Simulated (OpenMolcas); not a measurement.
**Run report: P, multiconfigurational calculation**

- system: P.
- method: state-averaged CASSCF, active space 3 electrons in the shell 3p, basis ANO-RCC-VDZ, DKH2 scalar Hamiltonian, spin-orbit coupling by RASSI with atomic mean-field integrals (OpenMolcas)

## Key numbers

| quantity | value |
| --- | --- |
| outcome | converged |
| lowest level | 3p³ ⁴S°₃/₂ |
| first excited level | 3p³ ²D°₃/₂, 15,433 cm⁻¹ |
| energy of the lowest spin-free term | −341.53357 hartree |
| energy of the lowest spin-orbit level | −341.53358 hartree |
| largest spread among components of a term | 0.0 cm⁻¹ |
| hardware | 1 thread of Arm Neoverse V2, 24 GiB of memory available, shared host |
| wall time | 1.9 s |

## Remarks

Without dynamic correlation the splittings between terms come out too large, often by 20 to 50 %. Caveats: closed s shell leaves the highest p terms too high; only configurations of the active space are included.

## The input
```
&GATEWAY
Coord
1

P 0.0 0.0 0.0
Basis=ANO-RCC-VDZ
Group=XYZ
NoMove
AngMom=0.0 0.0 0.0
AMFI
&SEWARD
&RASSCF
FileOrb=start.orb
Symmetry=2
Spin=4
nActEl=3 0 0
Inactive=3 3
Ras2=0 3
CIRoot=1 1 1
SDav=1
CIMx=300
Iter=120 100
PrWF=0.3
OrbListing=Nothing
MaxOrb=0
Atom
>>> COPY $Project.JobIph JOB001
&RASSCF
FileOrb=start.orb
Symmetry=2
Spin=2
nActEl=3 0 0
Inactive=3 3
Ras2=0 3
CIRoot=8 8 1
SDav=8
CIMx=300
Iter=120 100
PrWF=0.3
OrbListing=Nothing
MaxOrb=0
Atom
CIOnly
>>> COPY $Project.JobIph JOB002
&RASSI
NrOfJobIphs=2 1 8
1
1 2 3 4 5 6 7 8
IphNames
JOB001
JOB002
EJob
SpinOrbit
DIPRint=1.0
SOCoupling=1000.0
Subsets=2
MEES
Property=10
'ANGMOM' 1 'ANGMOM' 2 'ANGMOM' 3 'MLTPL  1' 1 'MLTPL  1' 2 'MLTPL  1' 3
'AMFI' 1 'AMFI' 2 'AMFI' 3 'MLTPL  2' 6
SOProperty=3
'ANGMOM' 1 'ANGMOM' 2 'ANGMOM' 3
```

The file start.orb holds starting orbitals from an earlier step. A driver script formed the levels outside the program, from RASSI's spin-orbit matrix and the active-space energies, averaged over the components of each term or state.

Launched with:
```bash
OMP_NUM_THREADS=1 MOLCAS_MEM=2252 MOLCAS_PROJECT=a pymolcas a.inp > a.log  # once for each step of the input, in one work folder
```

## The program's output (extracts)
```
--- SEWARD ---
Basis set label: P.ANO-RCC...4S3P.

      Electronic valence basis set:
      ------------------
      Associated Effective Charge  15.000000 au
      Associated Actual Charge     15.000000 au
      Nuclear Model: Point charge

      Shell  nPrim  nBasis  Cartesian Spherical Contaminant
         s      17       4        X
         p      12       3        X
                  Relativistic Douglas-Kroll-Hess integrals:
                    - DKH order of Hamiltonian: 2
                    - DKH order of Properties : 0
                  Atomic mean-field integrals
--- RASSCF ---
Wave function specifications:
      -----------------------------

      Number of closed shell electrons          12
      Number of electrons in active shells       3
      Max number of holes in RAS1 space          0
      Max nr of electrons in RAS3 space          0
      Number of inactive orbitals                6
      Number of active orbitals                  3
      Number of secondary orbitals               4
      Spin quantum number                      1.5
      State symmetry                             2
Orbital specifications:
      -----------------------

      Symmetry species                           1   2
                                                ag  au
      Frozen orbitals                            0   0
      Inactive orbitals                          3   3
      Active orbitals                            0   3
      RAS1 orbitals                              0   0
      RAS2 orbitals                              0   3
      RAS3 orbitals                              0   0
      Secondary orbitals                         1   3
      Deleted orbitals                           0   0
      Number of basis functions                  4   9
      Number of CSFs                             1
      Number of root(s) required                 1
      Iter CI   SX   CI       RASSCF       Energy    max ROT     max BLB   max BLB  Level Ln srch  Step   QN
          iter iter root      energy       change     param      element    value   shift minimum  type update
 Nr of preliminary CI iterations:   1
        1   1    6    1  -341.53092482    0.00E+00   1.89E-02    2   4 1 -1.42E-01*  0.00   0.00    SX    NO
        2   1    6    1  -341.53350859   -2.58E-03* -4.77E-03    3   4 1  9.00E-03*  0.00   0.00    SX    NO
        3   1    5    1  -341.53357009   -6.15E-05*  1.27E-03    3   4 1  1.21E-03*  0.00   0.00    SX    NO
        4   1    5    1  -341.53357391   -3.82E-06*  3.19E-04    3   4 1  6.71E-04*  0.00   0.00    SX    NO
        5   1    5    1  -341.53357416   -2.55E-07* -8.22E-05    3   4 1  1.07E-04*  0.00   1.15    QN   YES
        6   1    3    1  -341.53357418   -1.87E-08*  2.32E-06    2   4 1  1.65E-06   0.00   0.98    QN   YES
        7   1    2    1  -341.53357418   -9.72E-12  -1.92E-08    2   4 1  3.34E-07   0.00   1.00    QN   YES
      Convergence after  7 iterations
        8   1    2    1  -341.53357418   -2.27E-13  -1.92E-08    2   4 1  4.49E-08   0.00   1.00    QN   YES
      Natural orbitals and occupation numbers for root  1
      sym 2:   1.000000   1.000000   1.000000
::    RASSCF root number  1 Total energy:   -341.53357418
--- RASSCF ---
Wave function specifications:
      -----------------------------

      Number of closed shell electrons          12
      Number of electrons in active shells       3
      Max number of holes in RAS1 space          0
      Max nr of electrons in RAS3 space          0
      Number of inactive orbitals                6
      Number of active orbitals                  3
      Number of secondary orbitals               4
      Spin quantum number                      0.5
      State symmetry                             2
Orbital specifications:
      -----------------------

      Symmetry species                           1   2
                                                ag  au
      Frozen orbitals                            0   0
      Inactive orbitals                          3   3
      Active orbitals                            0   3
      RAS1 orbitals                              0   0
      RAS2 orbitals                              0   3
      RAS3 orbitals                              0   0
      Secondary orbitals                         1   3
      Deleted orbitals                           0   0
      Number of basis functions                  4   9
      Number of CSFs                             8
      Number of root(s) required                 8
      Iter CI   SX   CI       RASSCF       Energy    max ROT     max BLB   max BLB  Level Ln srch  Step   QN
          iter iter root      energy       change     param      element    value   shift minimum  type update
 Nr of preliminary CI iterations:   1
        1   1    0    0  -341.44565203    0.00E+00   0.00E+00    6   9 2 -1.43E-02*  0.00   0.00    SX    NO
      Natural orbitals and occupation numbers for root  1
      sym 2:   1.000000   1.000000   1.000000
      Natural orbitals and occupation numbers for root  2
      sym 2:   1.000000   1.000000   1.000000
      Natural orbitals and occupation numbers for root  3
      sym 2:   1.000000   1.000000   1.000000
::    RASSCF root number  1 Total energy:   -341.46323646
::    RASSCF root number  2 Total energy:   -341.46323646
::    RASSCF root number  3 Total energy:   -341.46323646
::    RASSCF root number  4 Total energy:   -341.46323646
::    RASSCF root number  5 Total energy:   -341.46323646
::    RASSCF root number  6 Total energy:   -341.41634465
::    RASSCF root number  7 Total energy:   -341.41634465
::    RASSCF root number  8 Total energy:   -341.41634465
--- RASSI ---
SPIN-FREE ENERGIES:
  (Shifted by EMIN (a.u.) =       -341.5335741785)

 SF State       Relative EMIN(au)   Rel lowest level(eV)    D:o, cm**(-1)      L_eff

     1             0.0000000000        0.0000000000              0.0000         0.0
     2             0.0703377164        1.9139867697          15437.3444         2.0
     3             0.0703377164        1.9139867697          15437.3444         2.0
     4             0.0703377164        1.9139867697          15437.3444         2.0
     5             0.0703377164        1.9139867697          15437.3444         2.0
     6             0.0703377164        1.9139867697          15437.3444         2.0
     7             0.1172295274        3.1899779495          25728.9073         1.0
     8             0.1172295274        3.1899779495          25728.9073         1.0
     9             0.1172295274        3.1899779495          25728.9073         1.0
     Dipole printing threshold changed to   1.00000000E+00
Eigenvalues of complex Hamiltonian:
   -----------------------------------
  (Shifted by EMIN (a.u.) =       -341.5335741785)

 SO State       Relative EMIN(au)   Rel lowest level(eV)    D:o, cm**(-1)     J-value

     1            -0.0000095945        0.0000000000              0.0000         0.8
     2            -0.0000095945        0.0000000000              0.0000         1.4
     3            -0.0000095945        0.0000000000              0.0000         1.4
     4            -0.0000095945        0.0000000000              0.0000         0.9
     5             0.0703077656        1.9134328463          15432.8767         1.4
     6             0.0703077656        1.9134328463          15432.8767         0.9
     7             0.0703077656        1.9134328463          15432.8767         0.9
     8             0.0703077656        1.9134328463          15432.8767         1.4
     9             0.0703377164        1.9142478494          15439.4501         2.4
    10             0.0703377164        1.9142478494          15439.4501         2.4
    11             0.0703377164        1.9142478494          15439.4501         1.4
    12             0.0703377164        1.9142478494          15439.4501         1.4
    13             0.0703377164        1.9142478494          15439.4501         2.0
    14             0.0703377164        1.9142478494          15439.4501         2.0
    15             0.1172295274        3.1902390292          25731.0131         0.4
    16             0.1172295274        3.1902390292          25731.0131         0.4
    17             0.1172690727        3.1913151119          25739.6923         1.4
    18             0.1172690727        3.1913151119          25739.6923         0.8
    19             0.1172690727        3.1913151119          25739.6923         1.4
    20             0.1172690727        3.1913151119          25739.6923         0.8
Weights of the five most important spin-orbit-free states for each spin-orbit state.

 SO State  Total energy (au)           Spin-free states, spin, and weights
 -------------------------------------------------------------------------------------------------------
    1        -0.000010       1 1.5  0.9999    7 0.5  0.0000    8 0.5  0.0000    9 0.5  0.0000    3 0.5  0.0000
    2        -0.000010       1 1.5  0.9999    9 0.5  0.0001    8 0.5  0.0000    7 0.5  0.0000    4 0.5  0.0000
    3        -0.000010       1 1.5  0.9999    9 0.5  0.0001    8 0.5  0.0000    7 0.5  0.0000    6 0.5  0.0000
    4        -0.000010       1 1.5  0.9999    7 0.5  0.0001    8 0.5  0.0000    9 0.5  0.0000    5 0.5  0.0000
    5         0.070308       4 0.5  0.3796    6 0.5  0.3490    2 0.5  0.1698    3 0.5  0.0507    5 0.5  0.0503
    6         0.070308       5 0.5  0.3495    3 0.5  0.3490    2 0.5  0.2300    6 0.5  0.0507    4 0.5  0.0202
    7         0.070308       5 0.5  0.3495    3 0.5  0.3490    2 0.5  0.2300    6 0.5  0.0507    4 0.5  0.0202
    8         0.070308       4 0.5  0.3796    6 0.5  0.3490    2 0.5  0.1698    3 0.5  0.0507    5 0.5  0.0503
    9         0.070338       6 0.5  0.5763    4 0.5  0.2292    2 0.5  0.1611    5 0.5  0.0240    3 0.5  0.0094
   10         0.070338       6 0.5  0.5763    4 0.5  0.2292    2 0.5  0.1611    5 0.5  0.0240    3 0.5  0.0094
   11         0.070338       5 0.5  0.5741    3 0.5  0.2514    2 0.5  0.1173    4 0.5  0.0335    6 0.5  0.0236
   12         0.070338       5 0.5  0.5741    3 0.5  0.2514    2 0.5  0.1173    4 0.5  0.0335    6 0.5  0.0236
```

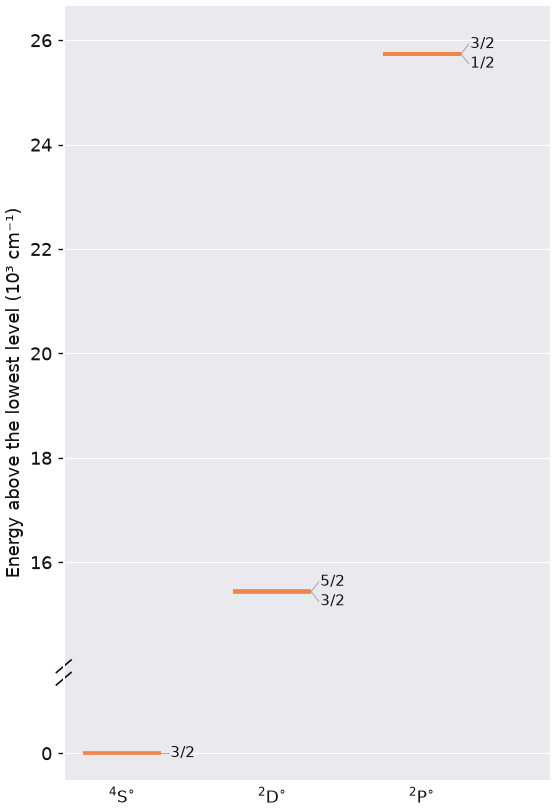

*Level diagram of neutral phosphorus.*

The lowest level is 3p³ ⁴S°₃/₂. The first excited level, 3p³ ²D°₃/₂, lies at 15,400 cm⁻¹. All levels drawn have odd parity, so no electric dipole line joins them. The leading LS term holds 100 % of a level on average. The ground level has g = 2.002. Spin-orbit coupling puts the ground level 2.11 cm⁻¹ below the lowest spin-free term.

```
Configuration   Level  E (cm⁻¹)  LS purity (%)
          3p³  ⁴S°₃/₂         0            100
          3p³  ²D°₃/₂    15,430            100
          3p³  ²D°₅/₂    15,440            100
          3p³  ²P°₁/₂    25,730            100
          3p³  ²P°₃/₂    25,740            100
```
